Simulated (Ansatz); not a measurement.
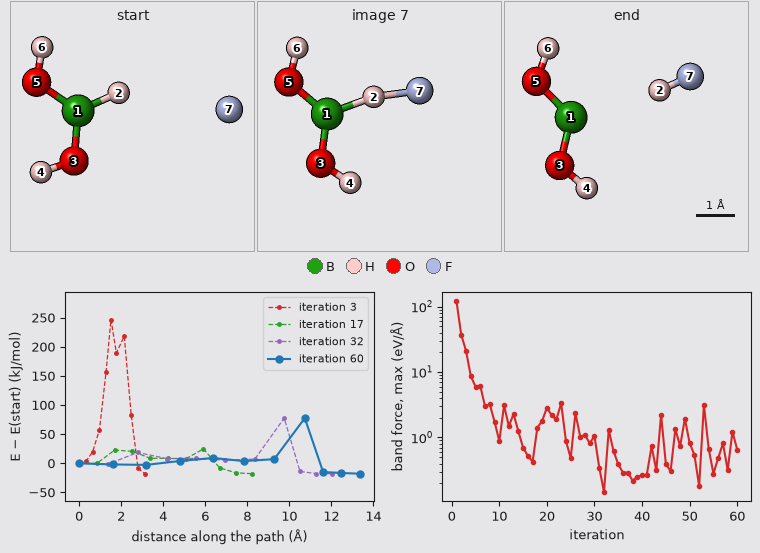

A search for the minimum-energy path of BH3O2F (multiplicity 2), made up at the start of BH$_{3}$O$_{2}$ and F by the nudged elastic band. Images are numbered from 0 (start) to 10 (end). The plot follows the band through its iterations. Style: ball-and-stick. Shown face on.

Level of theory: UHF/def2-SVP in Ansatz. Settings: 9 movable images; climbing image; force threshold 0.03 eV/Å; iteration limit 60; starting path by straight interpolation.

### Judge this run.

The result isn't final. The band hadn't converged when the run stopped after 60 iterations. The largest component of the band force went from 120 to 0.65 eV/Å. The barrier read from it is provisional, though the highest image hardly moved in the last two iterations. The straight starting path can push atoms close together and costs iterations. The first iteration put the highest image at 1731.8 kJ/mol. The energy climbs by 77.6 kJ/mol to image 7 and then falls by 95.4 kJ/mol, so the end point sits at −17.8 kJ/mol. The profile has 2 maxima (images 4, 7) with a dip at image 5 (+3.9 kJ/mol), which on an unconverged band is provisional.

Limits of the set-up: the start holds two separate molecules, 3.0 Å apart at their closest, whose relative position is a soft coordinate and is computed without a dispersion correction; Hartree-Fock leaves out electron correlation.

The run took 11 min on 1 thread of Arm Neoverse V2, with other jobs on the host, peak memory 0.17 GiB.
